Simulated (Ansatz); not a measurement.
**One shape, several levels: TaF5 (tantalum pentafluoride)**

We compute a comparison of 3 runs (HF/def2-SVP, B3LYP/def2-SVP, CCSD(T)/def2-SVP) of TaF5 (tantalum pentafluoride). 

The calculation is run with Ansatz 0.2.0.

2 further runs of the same task are left out: 2 that didn't finish.

## (1) The structure to begin with

TaF5: 6 atoms, total charge 0, spin state singlet. SMILES: `F[Ta](F)(F)(F)F`. The Ta2–F4 distance was set to 3.323 Å, away from the relaxed value. At this shape a bond of the SMILES string is far longer than usual.

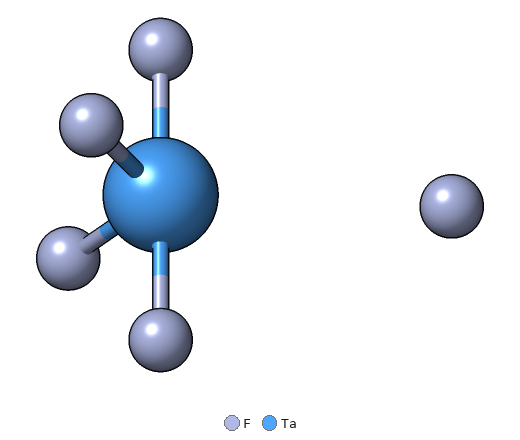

Viewed from a chosen angle; fluorine light blue, tantalum blue.

## (2) The energy at HF/def2-SVP (core potential) (run 1)

Input file job.yaml:

```yaml
crystal:
  periodic: [false, false, false]
  atoms:
    - {symbol: F, position_ang: [-0.385167, -0.923377, 2.167551]}
    - {symbol: Ta, position_ang: [0.645083, 0.366403, 1.276971]}
    - {symbol: F, position_ang: [2.187233, -0.495307, 1.812701]}
    - {symbol: F, position_ang: [-0.806180, -0.458120, -1.596180]}
    - {symbol: F, position_ang: [1.675093, 1.656473, 0.386531]}
    - {symbol: F, position_ang: [-0.091027, 1.686193, 2.337201]}
basis:
  gaussian:
    orbitals: def2-SVP
hamiltonian:
  xc: hf
accuracy: high
output:
  orbitals: {seedname: orbitals}
```

Command:

```bash
$ ansatz run job.yaml --threads 1 --pin off --max-ram 3480MiB --events-out events.jsonl --progress --plain --runs-dir runs
```

The program printed:

```text
Warning: RAYON_NUM_THREADS=1 ignored (pool sized by the plan → 1); use --threads N
Functional definition: HF
  name "HF"
  exchange = exact_x
  correlation = 0
2092 factors; integrals over basis functions are off by at most 6.3e-9 eV
mean field evaluation 1: about -15043.4361 eV, gradient 7.4e1 eV
mean field evaluation 2: about -15043.5384 eV, gradient 7.4e1 eV
mean field evaluation 4: about -15051.7300 eV, gradient 4.0e1 eV
mean field evaluation 8: about -15054.5220 eV, gradient 9.3e-1 eV
mean field evaluation 16: about -15054.5739 eV, gradient 2.9e-5 eV
mean field -15054.57390454 eV, -553.2453866350 hartree, gradient 1.2e-8 eV, S^2 0.000000; 0 other end points of the search recorded, 0 dependent functions left out
reference -15054.57390454 eV, -553.2453866350 hartree; 29, 29 occupied and 73, 73 virtual orbitals, 2092 factors
Total energy: -15054.57390454 eV, -553.2453866350 hartree
```

Run time: 2.4 s. Hardware: 1 thread of Intel Xeon 6975P-C (Granite Rapids), shared host; peak memory 0.32 GiB.

## (3) A single-point energy at B3LYP/def2-SVP (core potential) (run 2)

Input file job.yaml:

```yaml
crystal:
  periodic: [false, false, false]
  atoms:
    - symbol: F
      position_ang: [-0.385167, -0.923377, 2.167551]
    - symbol: Ta
      position_ang: [0.645083, 0.366403, 1.276971]
    - symbol: F
      position_ang: [2.187233, -0.495307, 1.812701]
    - symbol: F
      position_ang: [-0.806180, -0.458120, -1.596180]
    - symbol: F
      position_ang: [1.675093, 1.656473, 0.386531]
    - symbol: F
      position_ang: [-0.091027, 1.686193, 2.337201]
basis:
  gaussian:
    orbitals: def2-SVP
hamiltonian:
  xc: {name: B3LYP}
output: {orbitals: {seedname: orbitals}}
accuracy: high
```

Command:

```bash
$ ansatz run job.yaml --threads 1 --pin off --max-ram 3480MiB --events-out events.jsonl --progress --plain --runs-dir runs
```

The program printed:

```text
Warning: RAYON_NUM_THREADS=1 ignored (pool sized by the plan → 1); use --threads N
Functional definition: B3LYP
  name "B3LYP"
  parameter a0 = 0.2
  parameter ax = 0.72
  parameter ac = 0.81
  exchange = (1 - a0 - ax)*slater_x + ax*b88_x + a0*exact_x
  correlation = (1 - ac)*vwn_rpa_c + ac*lyp_c
2092 factors; integrals over basis functions are off by at most 6.3e-9 eV
mean field evaluation 1: about -15113.5700 eV, gradient 8.8e1 eV
mean field evaluation 2: about -14665.5104 eV, gradient 2.9e2 eV
mean field evaluation 4: about -15126.8123 eV, gradient 2.3e1 eV
mean field evaluation 8: about -15127.3785 eV, gradient 2.8e1 eV
mean field evaluation 16: about -15129.4152 eV, gradient 4.9e-2 eV
mean field evaluation 32: about -15129.4152 eV, gradient 1.8e-8 eV
mean field -15129.41522811 eV, -555.9957545472 hartree, gradient 1.8e-8 eV, S^2 0.000000; 0 other end points of the search recorded, 0 dependent functions left out
reference -15129.41527200 eV, -555.9957561600 hartree; 29, 29 occupied and 73, 73 virtual orbitals, 2092 factors
Total energy: -15129.41527200 eV, -555.9957561600 hartree
```

It took 6.3 s on 1 thread of Intel Xeon 6975P-C (Granite Rapids), shared host; peak memory 0.39 GiB.

## (4) The energy at CCSD(T)/def2-SVP (core potential) (run 3)

Edit job.yaml of step 3 so:

```diff
@@ -16,7 +16,5 @@
 basis:
-  gaussian:
-    orbitals: def2-SVP
-hamiltonian:
-  xc: {name: B3LYP}
-output: {orbitals: {seedname: orbitals}}
+  gaussian: {orbitals: def2-SVP}
+correlation: {method: ccsd_t, frozen_orbitals: {F: 1, Ta: 0}}
 accuracy: high
+scf: {omitted_lower_state_checks: [cluster_reference, increment]}
```

Command:

```bash
$ ansatz run job.yaml --threads 1 --pin off --max-ram 3480MiB --events-out events.jsonl --progress --plain --runs-dir runs
```

The program printed:

```text
Warning: RAYON_NUM_THREADS=1 ignored (pool sized by the plan → 1); use --threads N
[... 12 lines left out ...]
5 core orbitals not correlated: weight in the atoms' cores, before any rotation towards them, 1.000 or more for the frozen orbitals, at most 0.000 for the correlated occupied ones
[... 40 lines left out ...]
Total energy: -15089.60482915 eV, -554.5327493698 hartree
Checks for a lower state left out: cluster_reference, increment
```

It took 32 s on 1 thread of Intel Xeon 6975P-C (Granite Rapids), shared host; peak memory 0.71 GiB.

## (5) All runs side by side

| run | level | frozen core orbitals | energy (Eh) | HOMO energy (eV) | LUMO energy (eV) | HOMO–LUMO gap (eV) | wall time |
| --- | --- | --- | --- | --- | --- | --- | --- |
| 1 | HF/def2-SVP (core potential) | – | -553.245387 | -11.05 | -3.05 | 8.00 | 2.4 s |
| 2 | B3LYP/def2-SVP (core potential) | – | -555.995756 | -7.79 | -5.56 | 2.23 | 6.3 s |
| 3 | CCSD(T)/def2-SVP (core potential) | 5 | -554.532749 | – | – | – | 32 s |

## (6) Summary of results

```
                                          quantity          value
                               run 3: total energy  -554.53275 Eh
run 3: correlation energy (5 core orbitals frozen)    -1287.4 mEh
                             run 3: (T) correction     -51.42 mEh
                              run 3: T1 diagnostic          0.045
```

In run 3 the T1 diagnostic is large, so a single reference may not serve. In run 3 the log says that unrestricted orbitals would lower the reference, so the values rest on an unstable closed-shell determinant (other closed-shell runs at this shape may share the fault). All runs together took 41 s, the longest 32 s.
